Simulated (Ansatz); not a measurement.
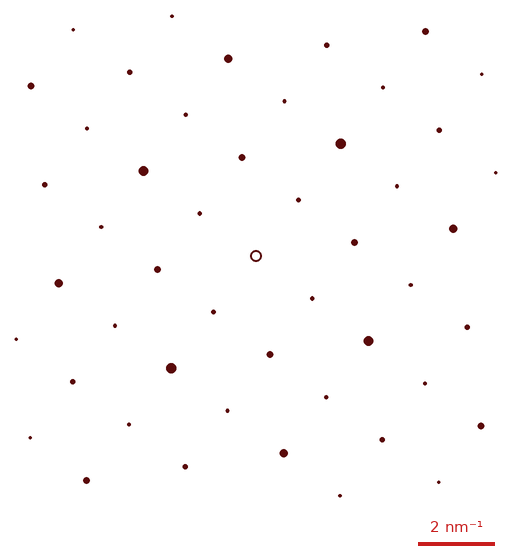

Simulated selected-area electron diffraction pattern (80 kV, kinematic approximation, thin crystal, B = 1 Å² for all atoms).

It belongs to PbAuBr₃, space group I4/mmm (No. 139), a = 7.54 Å, c = 10.69 Å. Structure: the geometry relaxed with Ansatz, DFT, PAW plane waves, r2scan; the starting structure was generated, so it need not be a known form of this composition.

| atom | site | symmetry | x | y | z |
| --- | --- | --- | --- | --- | --- |
| Au | 2a | 4/mmm | 0.0000 | 0.0000 | 0.0000 |
| Au | 2b | 4/mmm | 0.5000 | 0.5000 | 0.0000 |
| Br | 8h | m.2m | 0.2454 | 0.2454 | 0.0000 |
| Br | 4e | 4mm | 0.5000 | 0.5000 | 0.2411 |
| Pb | 4d | -4m2 | 0.0000 | 0.5000 | 0.2500 |

### Determine the zone axis from the geometry of the pattern.

The spots form a rectangular net (close to square) whose two shortest vectors correspond to d = 5.35 Å and 5.33 Å, 90.0° apart. They index as 0 0 2 and 1 -1 0, so the zone axis is [110] (or an equivalent direction of <110>). The zone [001] gives nearly the same net, so geometry alone does not settle it; this pattern was computed for [110].

### Which reflections of this zone are missing, and why?

The lattice centring (I) removes all reflections that break h + k + l = 2n.

### List the strongest reflections.

Strongest reflections with d > 1.58 Å, one of each family (|F|² from tabulated Gaussian fits of the electron scattering factors, times a small damping for the curvature of the Ewald sphere):

```csv
hkl,d (Å),I (strongest = 100)
2 -2 0,2.666,100
0 0 4,2.673,100
2 -2 4,1.888,54
1 -1 2,3.775,20
1 -1 6,1.690,7
3 -3 2,1.686,7
```
